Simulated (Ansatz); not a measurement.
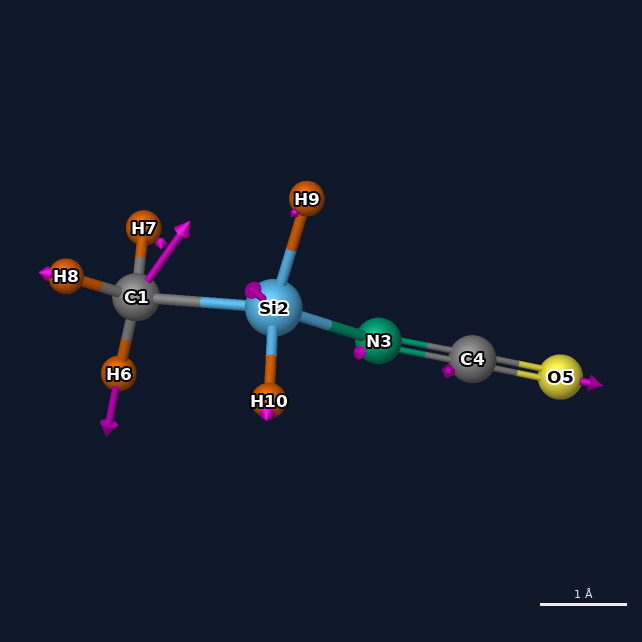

Arrows show the forces on the atoms, 0.4 Å of arrow for 1 eV/Å; forces under a tenth of the largest aren't drawn. Level of theory: ωB97M-V/def2-TZVPP (Ansatz 0.2.0).

On which atom is the force largest, and how large is it?

Answer. On C1: 2.31 eV/Å.

Which bond do the forces act along most?

Answer. C1–H6, now 1.045 Å: the forces push its atoms apart, so a first step downhill lengthens it.

List the force components in the frame of the picture (x right, y up, z towards the viewer), in eV/Å.

| atom | Fx | Fy | Fz |
| --- | --- | --- | --- |
| C1 | 1.24 | 1.76 | 0.84 |
| Si2 | −0.48 | 0.41 | −1.01 |
| N3 | −0.23 | 0.07 | 0.37 |
| C4 | −0.32 | 0.07 | −0.28 |
| O5 | 0.68 | −0.14 | −0.08 |
| H6 | −0.29 | −1.45 | −0.76 |
| H7 | 0.01 | −0.27 | 0.22 |
| H8 | −0.41 | 0.06 | 0.26 |
| H9 | −0.16 | −0.19 | −0.03 |
| H10 | −0.04 | −0.32 | 0.47 |
